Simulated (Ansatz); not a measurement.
# CH5Si (SMILES C[SiH2]) at UMP2/aug-cc-pVDZ

What is the vertical ionisation energy of CH5Si at UMP2/aug-cc-pVDZ? 

The results are computed with Ansatz 0.2.0.

50 further runs of the same task are left out: 50 set aside as unsound or not needed.

**1. The molecule**

CH5Si: 7 atoms, total charge 0, spin state doublet. SMILES: `C[SiH2]`. The shape is that of a PBE0-D4/def2-TZVP optimisation.

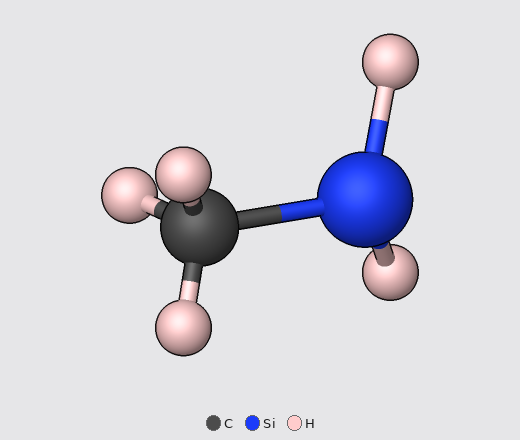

The structure, seen from a chosen angle (carbon dark grey, silicon blue, hydrogen pink).

**2. A single-point energy at UMP2/aug-cc-pVDZ**

File molecule.yaml:

```yaml
crystal:
  periodic: [false, false, false]
  atoms:
    - symbol: C
      position_ang: [-0.122600, -0.803200, 0.095200]
    - symbol: Si
      position_ang: [0.176200, 1.034800, 0.314000]
    - symbol: H
      position_ang: [-0.204800, -1.054900, -0.966600]
    - symbol: H
      position_ang: [0.699200, -1.383300, 0.519500]
    - symbol: H
      position_ang: [-1.047100, -1.107700, 0.589500]
    - symbol: H
      position_ang: [-0.951500, 1.846400, -0.225700]
    - symbol: H
      position_ang: [1.450600, 1.468000, -0.326000]
basis:
  gaussian: {orbitals: aug-cc-pVDZ}
magnetization: {spin_polarized: true, initial_magnetization: 1}
correlation: {method: mp2, frozen_orbitals: {C: 1, H: 0, Si: 5}}
accuracy: high
```

On the command line:

```sh
ansatz run molecule.yaml --threads 1 --pin off --max-ram 3480MiB --events-out events.jsonl --progress --plain --runs-dir runs
```

The log of the run:

```text
Warning: RAYON_NUM_THREADS=1 ignored (pool sized by the plan → 1); use --threads N
Functional definition: HF
  name "HF"
  exchange = exact_x
  correlation = 0
1901 factors; integrals over basis functions are off by at most 3.9e-9 eV
mean field evaluation 1: about -8968.6304 eV, gradient 1.9e1 eV
mean field evaluation 2: about -8968.6331 eV, gradient 1.9e1 eV
mean field evaluation 4: about -8970.8344 eV, gradient 1.9e0 eV
mean field evaluation 8: about -8970.8904 eV, gradient 4.7e-2 eV
mean field -8970.89048812 eV, -329.6741447506 hartree, gradient 7.5e-8 eV, S^2 0.754096; 0 other end points of the search recorded, 0 dependent functions left out
6 core orbitals not correlated: weight in the atoms' cores, before any rotation towards them, 1.000 or more for the frozen orbitals, at most 0.000 for the correlated occupied ones
reference -8970.89048812 eV, -329.6741447506 hartree; 7, 6 occupied and 82, 83 virtual orbitals, 1901 factors
second order -6.73495518 eV of doubles, -0.00000000 eV of singles
Total energy: -8977.62544330 eV, -329.9216497882 hartree
```

Run time: 4.2 s. Hardware: 1 thread of Intel Xeon Platinum 8259CL at 2.50GHz (Skylake/Cascade Lake), shared host; peak memory 0.28 GiB.

**3. The singlet cation**

File job.yaml:

```yaml
crystal:
  periodic: [false, false, false]
  atoms:
    - {symbol: C, position_ang: [-0.122600, -0.803200, 0.095200]}
    - {symbol: Si, position_ang: [0.176200, 1.034800, 0.314000]}
    - {symbol: H, position_ang: [-0.204800, -1.054900, -0.966600]}
    - {symbol: H, position_ang: [0.699200, -1.383300, 0.519500]}
    - {symbol: H, position_ang: [-1.047100, -1.107700, 0.589500]}
    - {symbol: H, position_ang: [-0.951500, 1.846400, -0.225700]}
    - {symbol: H, position_ang: [1.450600, 1.468000, -0.326000]}
basis:
  gaussian:
    orbitals: aug-cc-pVDZ
total_charge: 1
correlation:
  method: mp2
  frozen_orbitals: {C: 1, H: 0, Si: 5}
accuracy: high
```

On the command line:

```sh
ansatz run job.yaml --threads 1 --pin off --max-ram 3480MiB --events-out events.jsonl --progress --plain --runs-dir runs
```

The log of the run:

```text
Warning: RAYON_NUM_THREADS=1 ignored (pool sized by the plan → 1); use --threads N
[... 4 set-up lines as earlier in the session ...]
1900 factors; integrals over basis functions are off by at most 3.9e-9 eV
mean field evaluation 1: about -8958.2505 eV, gradient 4.3e1 eV
mean field evaluation 2: about -8958.2529 eV, gradient 4.3e1 eV
mean field evaluation 4: about -8963.0401 eV, gradient 2.3e0 eV
mean field evaluation 8: about -8963.0749 eV, gradient 5.5e-4 eV
mean field -8963.07489392 eV, -329.3869269611 hartree, gradient 1.6e-8 eV, S^2 0.000000; 0 other end points of the search recorded, 0 dependent functions left out
6 core orbitals not correlated: weight in the atoms' cores, before any rotation towards them, 1.000 or more for the frozen orbitals, at most 0.000 for the correlated occupied ones
reference -8963.07489392 eV, -329.3869269611 hartree; 6, 6 occupied and 83, 83 virtual orbitals, 1900 factors
second order -6.48026844 eV of doubles, -0.00000000 eV of singles
Total energy: -8969.55516236 eV, -329.6250724338 hartree
```

It took 3.9 s on 1 thread of Intel Xeon Platinum 8259CL at 2.50GHz (Skylake/Cascade Lake), shared host; peak memory 0.24 GiB.

**4. What came out**

At UMP2/aug-cc-pVDZ, 6 core orbitals frozen:

| quantity | value |
| --- | --- |
| doublet CH5Si: total energy | -329.92165 Eh |
| doublet CH5Si: correlation energy (6 core orbitals frozen) | -247.5 mEh |
| doublet CH5Si: ⟨S²⟩ of the reference determinant | 0.754 |
| singlet cation: total energy | -329.62507 Eh |
| singlet cation: correlation energy (6 core orbitals frozen) | -238.1 mEh |
| vertical ionisation energy (to the singlet cation) | 8.070 eV |

What this shows: Removing an electron at fixed nuclei costs 8.07 eV (779 kJ/mol). Only the singlet of the ionised species was computed; a triplet could lie lower.
